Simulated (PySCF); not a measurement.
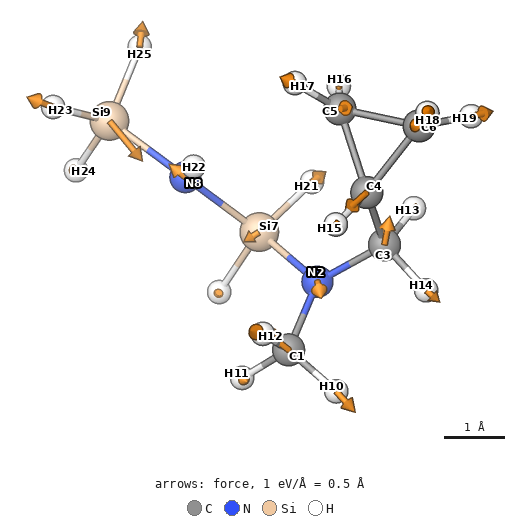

Starting geometry of C5H16N2Si2 with the computed forces as orange arrows. A ball-and-stick model, seen at a tilt.

The start comes from GFN2-xTB. Its atoms were then displaced at random by about 0.01 Å.

Theory: PBE0-D3(BJ)/def2-SVP geometry optimisation, gas phase in PySCF. 

**Is this structure relaxed? If not, where do the atoms go?**

It isn't relaxed: the largest force vector, on a C atom, is 2.21 eV/Å. The final displacements have little in common with the starting forces (cosine between the two patterns −0.01). The atom that moves furthest after the best rigid fit is an H atom (1.51 Å). Largest moves by element: H 1.51 Å, N 0.71 Å, Si 0.63 Å, C 0.46 Å. Among the contacts that change: H–Si 1.437 → 1.499 Å, H–Si 1.459 → 1.493 Å, C–H 1.075 → 1.108 Å, N–Si 1.708 → 1.736 Å. Among the angles between lasting bonds that change: N–Si–H 105.3° → 111.8°, H–Si–H 111.1° → 106.7°, N–Si–N 113.1° → 117.3°. Groups turn about N–Si by about 65°, N–Si by about 35°. Over 17 geometry steps the energy falls by 7.59 kcal/mol. Cost: 8.2 min on 1 thread of Arm Neoverse V1, with other jobs on the host.
